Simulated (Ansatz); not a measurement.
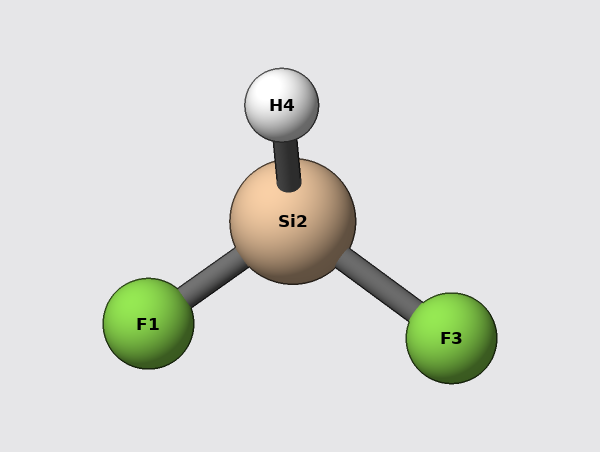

The questions are on Mulliken charges. The species is neutral and a spin doublet. Geometry: relaxed with PBE0-D4/def2-TZVP with one coordinate held away from its value at the minimum. Level of theory: UKS PBE0-D4/def2-TZVP (Ansatz 0.2.0).

### Which atom carries the highest charge (most positive or least negative)?

Si2 (0.49 e).

### And the lowest?

F3 (−0.30 e).

List the Mulliken charges.

| atom | value (e) |
| --- | --- |
| F1 | −0.16 |
| Si2 | 0.49 |
| F3 | −0.30 |
| H4 | −0.03 |

Mulliken values depend strongly on the basis set and can even reverse the polarity of a bond.
